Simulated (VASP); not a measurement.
Band structure of PbS (rock salt). These are r2SCAN meta-GGA, VASP's PBE PAW potentials (set 64) (plane waves; VASP 6.6.1) values and carry that method's errors.

Unless said otherwise, spin-orbit coupling is left out, though it shifts the bands of the heavy elements here.

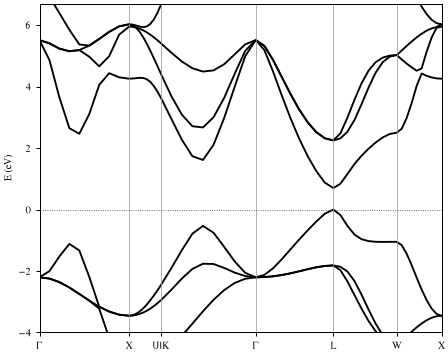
Figure: Bands along high-symmetry lines, zero at the valence-band maximum or, without a gap, the Fermi level

Task: Read the plot: is there a gap, and where are the band edges?

Result: The gap is direct, 0.70 eV, from the valence maximum at L to the conduction minimum at L.

Measured: gap 0.37 eV (computed value off by +0.33 eV), as given by Wikipedia, List of semiconductor materials.

The compound is PbS in the rock salt structure. It was relaxed first.
